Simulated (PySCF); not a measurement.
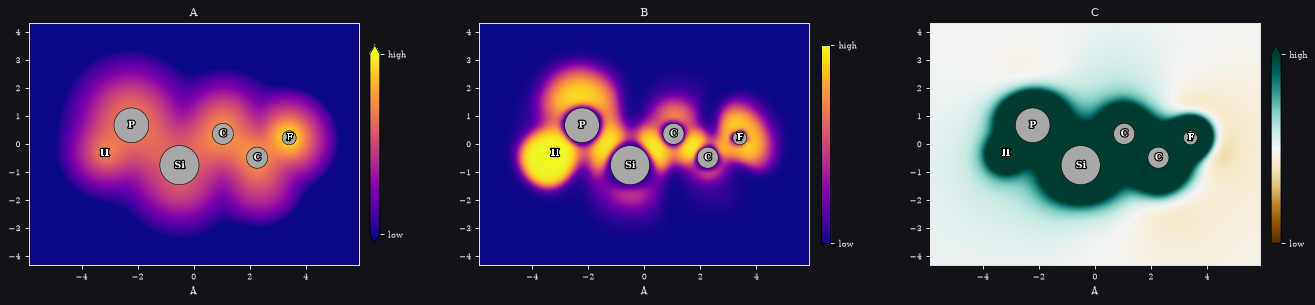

C2H8F3PSi2 (SMILES FC(F)(F)C[SiH2]P[SiH3]): 3 fields on the plane of atoms C5, Si6 and P7, with unlabelled colour scales. Grey discs cover the atomic cores.

Geometry: GFN2-xTB.

Level of theory: PBE0/pcSseg-1, SCF density, gas phase, non-relativistic in PySCF 2.14.0.

### Match the panels to the quantities (electron density, electron localisation function and electrostatic potential).

Panel A: electron density. Panel B: electron localisation function. Panel C: electrostatic potential (strongly positive close to the atoms, with negative regions outside electron-rich atoms). From the grid: C–F (1.35 Å): the density is about 2.3 e/Å³ at the midpoint, with its minimum of 1.9 e/Å³ about 0.5 Å from C; the ELF peaks at about 0.85 between the atoms, as expected for a shared but strongly polarised pair. C–C (1.49 Å): ρ at the midpoint is about 1.8 e/Å³; the ELF peaks at about 0.95 between the atoms (a covalent bond).
